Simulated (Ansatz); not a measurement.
B2H6OSi

```yaml
atoms:
  - { symbol: B, position_ang: [-0.7936, 1.6783, -1.4102] }
  - { symbol: O, position_ang: [-0.5741, 0.8583, -0.3495] }
  - { symbol: B, position_ang: [0.2953, -0.1850, -0.2764] }
  - { symbol: Si, position_ang: [0.4425, -1.2880, 1.4249] }
  - { symbol: H, position_ang: [-0.1975, 1.4997, -2.4372] }
  - { symbol: H, position_ang: [-1.5891, 2.5627, -1.2743] }
  - { symbol: H, position_ang: [0.9782, -0.4252, -1.2414] }
  - { symbol: H, position_ang: [0.3147, -2.7344, 1.1044] }
  - { symbol: H, position_ang: [-0.5821, -0.9335, 2.4377] }
  - { symbol: H, position_ang: [1.7889, -1.0841, 2.0250] }
```

All numbers below come from Ansatz, RKS BHLYP/def2-SVP.

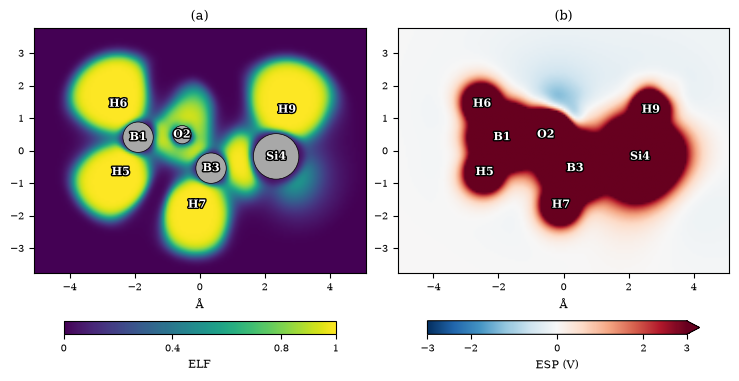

Figure 1. (a) ELF; (b) electrostatic potential on the plane of atoms B1, O2 and B3. Grey discs cover the atomic cores in the ELF map.

> Describe what can be read from this map.

Atoms in the plane: B, O, Si and H.
B–O (1.36 Å): the ELF peaks at about 0.90 between the atoms, as expected for a shared but strongly polarised pair.
Si–B (2.03 Å): the ELF peaks at about 1 between the atoms; a shared electron pair.
B–H (1.20 Å): the ELF climbs to about 1 towards the hydrogen, as it does in any bond to H: a covalent bond by its length.
Si–H (1.48 Å): the ELF climbs to about 1 towards the hydrogen.
The ELF also peaks beside O2, away from the bonds: lone-pair regions.
Outside the dense part of the molecule the potential is most negative (−1.3 V) near O2.

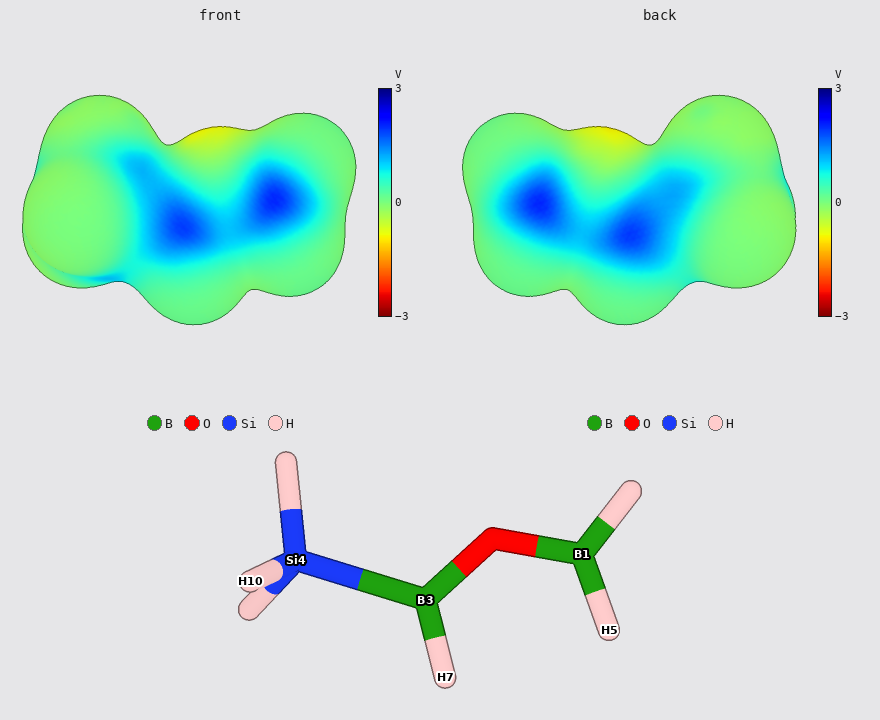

Figure 2. The molecular electrostatic potential painted on the density surface at 0.002 e/bohr³, seen from the front and from behind; red is negative and blue positive. The bare structure is drawn below in the same view.

> Where is the surface potential most negative and most positive?

The most negative region (about −0.9 V, or −21 kcal/mol for a unit charge) lies over O2, the most positive (about +2.0 V, or +46 kcal/mol for a unit charge) over B1 and B3.

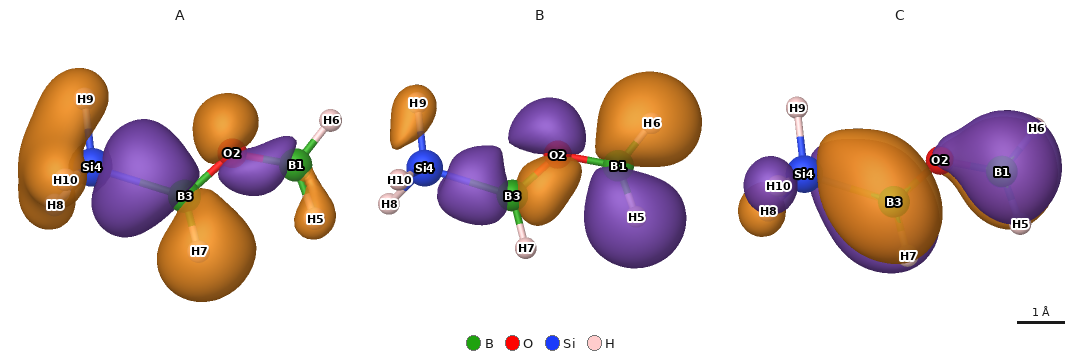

Figure 3. Three frontier orbitals at ±0.08 Å⁻³ᐟ² (orange and purple are the two phases), in no order.

> Which picture is the HOMO−1, the HOMO and the LUMO?

B is the HOMO−1 (−10.54 eV). By Hirshfeld shares it lies mainly on B1 (about 30 %), H6 (about 20 %), H5 (about 20 %), O2 (about 15 %) and B3 (about 5 %). A is the HOMO (−9.14 eV). It lies mainly on B3 (about 30 %), Si4 (about 30 %), O2 (about 15 %) and H7 (about 15 %). C is the LUMO (−0.81 eV). Its weight (Hirshfeld) is mainly on B3 (about 40 %), B1 (about 25 %), Si4 (about 15 %) and O2 (about 5 %).

> What is the HOMO–LUMO gap?

8.33 eV between the orbital energies.
